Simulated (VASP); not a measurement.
Band structure of CdPt3 (space group Pm-3m). Method: LDA (Ceperley-Alder, Perdew-Zunger), VASP's LDA PAW potentials (set 64) (plane waves; VASP).

Unless said otherwise, spin-orbit coupling is left out, though it shifts the bands of the heavy elements here.

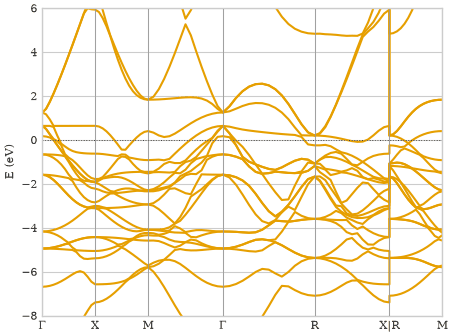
Figure. Bands along high-symmetry lines, zero at the valence-band maximum or, without a gap, the Fermi level

### Question
Read the plot: is there a gap, and where are the band edges?

### Answer
It has no gap at this level: it comes out as a metal or semimetal. (Edges off the drawn lines would not show.)

The structure comes from a computed database's CdPt3 entry (Pm-3m); how it stands against other phases isn't given here. It was relaxed first.
